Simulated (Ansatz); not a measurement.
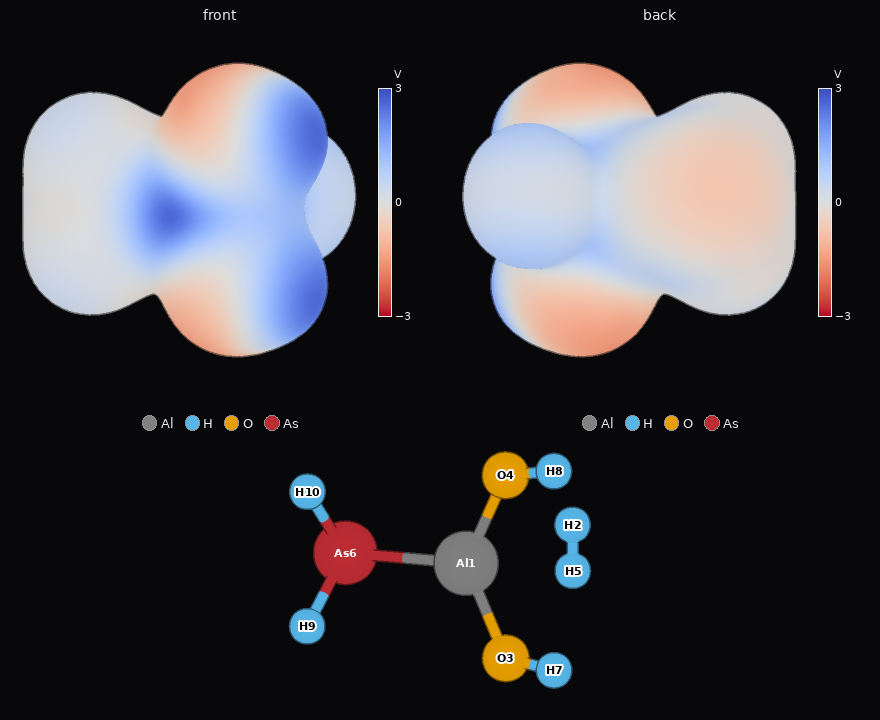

*AlAsH$_{4}$O$_{2}$···H$_{2}$. The molecular electrostatic potential painted on the density surface at 0.002 e/bohr³, seen from the front and from behind; the colour scale runs from red (negative) to blue (positive). The bare structure is drawn below in the same view.*

The product side of a reaction path; geometry: PBE0-D4/def2-TZVP.

Level of theory: Ansatz, RKS PBE0-D4/def2-TZVPP.

```xyz
10

Al   -0.1906    0.2224    0.2264
H    -0.2848   -1.4351   -1.9106
O    -0.3466    1.6438   -0.6849
O    -1.4934   -0.7514    0.7049
H    -0.0058   -0.8312   -2.2562
As    2.0260   -0.4488    0.8951
H    -1.1633    1.9998   -1.0287
H    -2.4109   -0.6068    0.4829
H     2.3545    0.9873    1.2803
H     1.5148   -0.7800    2.2907
```

> Which sites attract a positive test charge, and which a negative one?

A positive charge is drawn to the negative regions and a negative charge to the positive ones. The most negative region (about −1.4 V) lies over O3 and O4, the most positive (about +2.5 V) over Al1, H7 and H8.
